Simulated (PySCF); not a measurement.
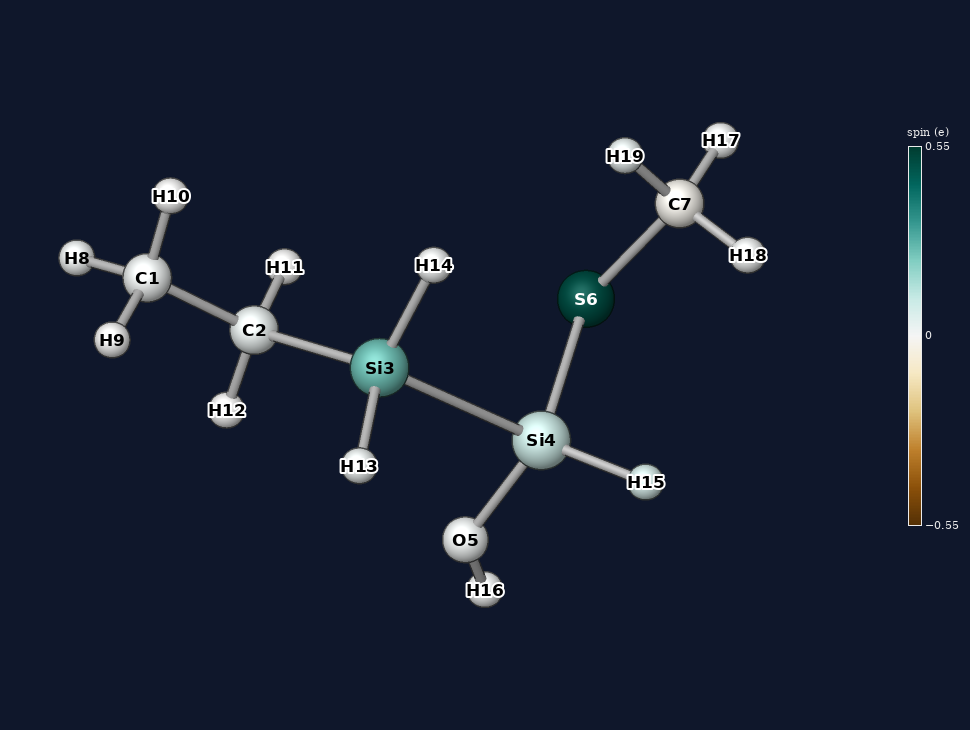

Atoms are coloured by their Mulliken spin populations. The species has charge +1 and is a spin doublet. Computed geometry: GFN2-xTB optimisation. No frequency run is at hand to confirm it as a minimum. Properties computed with UKS B3LYP, pcH-1 on C H O S Si, non-relativistic (PySCF 2.14.0).

> Which atom carries the largest spin population?

S6 (0.51 e).

> Which atom has the lowest spin population?

C7 (−0.02 e); a negative value comes from spin polarisation.

Give the Mulliken spin populations atom by atom.

| atom | value (e) |
| --- | --- |
| C1 | 0.01 |
| C2 | 0.02 |
| Si3 | 0.24 |
| Si4 | 0.09 |
| O5 | 0.01 |
| S6 | 0.51 |
| C7 | −0.02 |
| H8 | 0.01 |
| H9 | 0.00 |
| H10 | 0.00 |
| H11 | 0.00 |
| H12 | 0.00 |
| H13 | 0.01 |
| H14 | 0.01 |
| H15 | 0.07 |
| H16 | 0.01 |
| H17 | 0.00 |
| H18 | 0.01 |
| H19 | 0.02 |

The run warned: orbitally degenerate or nearly so: second-order g, spin-orbit hyperfine and D do not apply.

Mulliken values depend strongly on the basis set. The geometry is semi-empirical. Around Si such bond lengths and angles can be off by a tenth of an ångström or more and by several degrees, and values that hang on the shape move with them.
